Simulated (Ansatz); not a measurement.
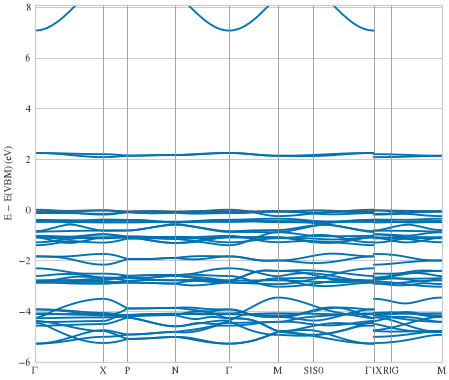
Figure. Band structure from r²SCAN (plane waves, PAW; program Ansatz)

Task: Read off the gap and where the band edges lie.

Result: About 2.1 eV (2.07 eV by a search for the band edges); maximum at Γ, minimum at X.

Task: Pick the material that matches.
(A) CsCuF4, I4/mcm (Cs on 4a, Cu on 4d, F on 16l)
(B) ZnCu2SiTe4, I-42m (Zn on 2a, Si on 2b, Cu on 4d, Te on 8i)
(C) Ba2ScO3F, I4mm (Pearson symbol tI14)
(D) ZnCu2SnS4, I-42m (Zn on 2a, Cu on 4d, Sn on 2b, S on 8i)

Result: A, CsCuF4, I4/mcm (Cs on 4a, Cu on 4d, F on 16l)

The first step of the workflow began from a Materials Project structure, measured or hypothetical; the Crystallography Open Database copy checked does not list it. Its standing as an ambient phase is unchecked. The r²SCAN relaxation kept the symmetry of its start; its stability against distortions is not shown here. No spin polarisation was allowed. No Hubbard U is applied. Scalar-relativistic: spin–orbit coupling is off unless named, which matters more the heavier the elements.

Potentials: the later of the program's two PAW sets.
